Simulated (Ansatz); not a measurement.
## Electronic structure of H$_{5}$NSi···CH$_{4}$ in real space

```yaml
atoms:
  - { symbol: Si, position_ang: [-1.4318, -0.1584, 1.0286] }
  - { symbol: N, position_ang: [0.1287, -0.4994, 1.6723] }
  - { symbol: H, position_ang: [-2.5690, -0.2700, 1.9909] }
  - { symbol: H, position_ang: [-1.4184, 1.2352, 0.5148] }
  - { symbol: H, position_ang: [-1.6879, -1.1182, -0.0758] }
  - { symbol: H, position_ang: [1.2182, 0.0971, -0.8322] }
  - { symbol: C, position_ang: [1.2145, 0.4219, -1.8729] }
  - { symbol: H, position_ang: [0.3652, -1.4480, 1.9164] }
  - { symbol: H, position_ang: [0.5455, 0.1466, 2.3237] }
  - { symbol: H, position_ang: [1.4130, 1.4925, -1.9227] }
  - { symbol: H, position_ang: [0.2391, 0.2155, -2.3139] }
  - { symbol: H, position_ang: [1.9830, -0.1147, -2.4293] }
```

The reactant side of a reaction path; geometry: PBE0-D4/def2-TZVP.

Theory: RKS PBE0-D4/def2-TZVPP in Ansatz 0.2.0.

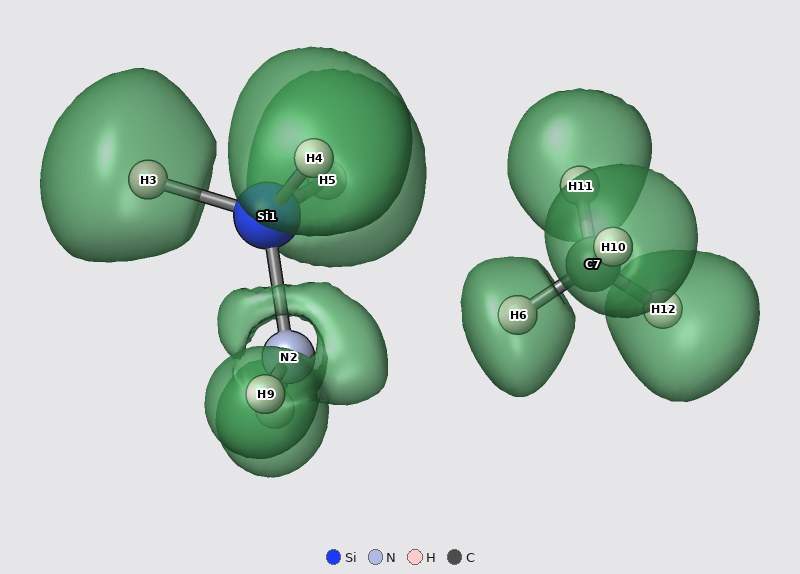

Figure 1. Isosurface of the ELF at 0.8 (green), seen across its widest extent. Only the valence region is drawn (cores and ρ < 0.01 e/Å³ removed).

Q: Identify the bonds, lone pairs and shells in this picture.

A: The surface consists of seven regions around hydrogen nuclei and one joined region spread over several atoms (H, N), in which their bonds and any lone pairs are merged. Along the contacts the grid gives the following. Si1···H6 (3.25 Å): the ELF dips to about 0 between them (a weak contact between the two molecules). Si–N (1.72 Å): the ELF peaks at about 0.90 between the atoms; a shared but strongly polarised pair.

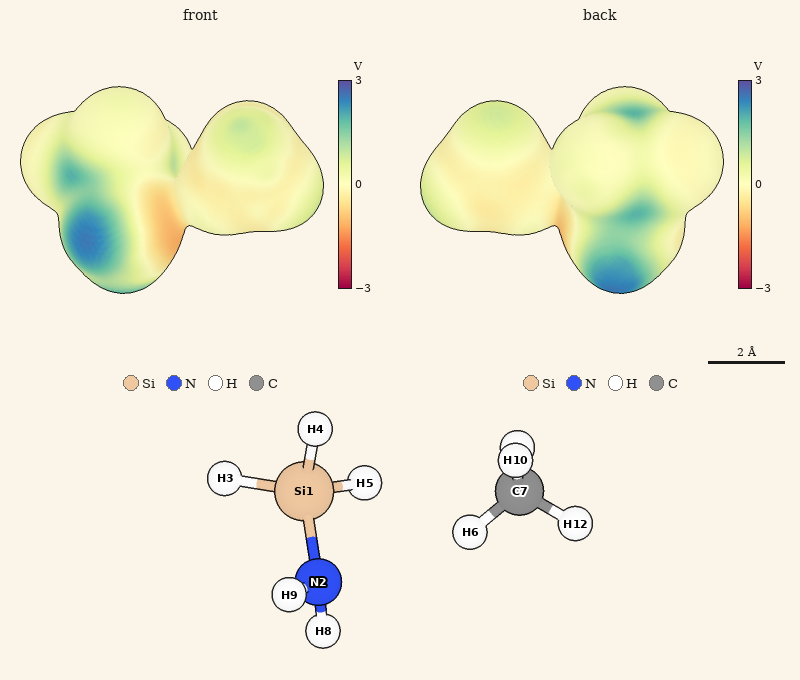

Figure 2. The molecular electrostatic potential painted on the density surface at 0.004 e/bohr³, seen from the front and from behind; red is negative and blue positive. The bare structure is drawn below in the same view.

Q: Which sites attract a positive test charge, and which a negative one?

A: A positive charge is drawn to the negative regions and a negative charge to the positive ones. The most negative region (about −1.1 V) lies over N2, the most positive (about +2.5 V) over H8 and H9. N2 is the likeliest acceptor of a hydrogen bond.

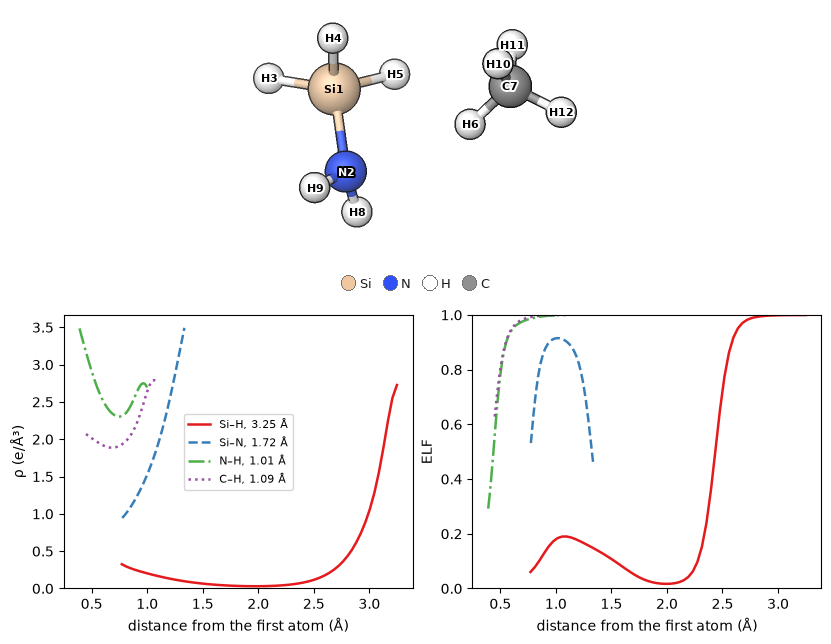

Figure 3. Total electron density and electron localisation function along straight lines between neighbouring atoms. The curves leave out the atomic cores. The structure is drawn too.

Q: What can be read from the curves?

A: Si1···H6 (3.25 Å): the density falls to about 0.03 e/Å³ on the way; the ELF dips to about 0 between them; a weak contact between the two molecules.
Si–N (1.72 Å): ρ is about 1.1 e/Å³ halfway; the ELF peaks at about 0.90 between the atoms (a polar covalent bond).
N–H (1.01 Å): ρ is about 2.9 e/Å³ halfway; the ELF climbs to about 1 towards the hydrogen, as it does in any bond to H (a covalent bond by its length).
C–H (1.09 Å): the density is about 2 e/Å³ at the midpoint; the ELF climbs to about 1 towards the hydrogen (a covalent bond by its length).
